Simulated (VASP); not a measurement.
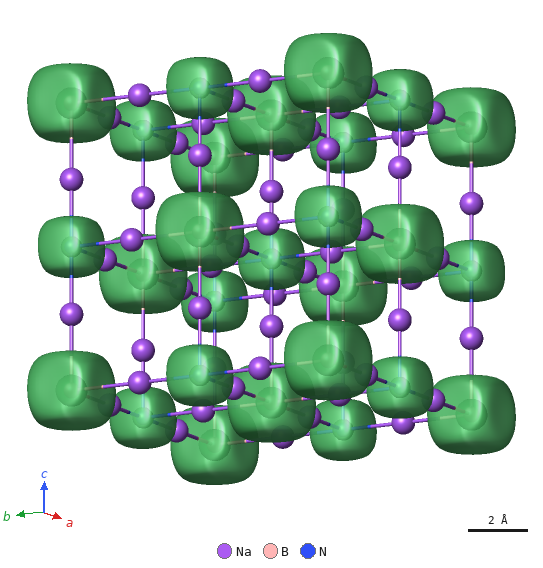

Figure 1: Na$_{6}$BN. Isosurface of the electron localisation function at 0.65 (green), seen at an oblique angle. Only the valence region is drawn (cores and ρ < 0.01 e/Å³ removed). Sticks mark near contacts.

Space group Fm-3m; a structure from a database of computed crystals, not necessarily the ambient phase; a generated structure, not necessarily the stable one.

Computed with VASP 6.6.1, Kohn-Sham DFT of a periodic cell, PBE, VASP PAW PBE potentials, recommended.

In a PAW calculation such maps are meaningful between the atoms, not at the nuclei.

### Where are the electrons localised?

The surface consists of four regions wrapped around B (the valence shell of each) and four regions wrapped around N (the valence shell of each), counted in one cell of 32 atoms. Any copies at cell faces, edges or corners count once. Along the contacts the grid gives the following. Na–N (2.35 Å): the ELF peaks at about 0.85 in the valence shell of N, 0.7 Å from its nucleus, and is about 0.25 at the midpoint; an ionic contact with no shared pair. Na–B (2.66 Å): the ELF peaks at about 0.85 in the valence shell of B, 0.9 Å from its nucleus, and is about 0.40 at the midpoint.
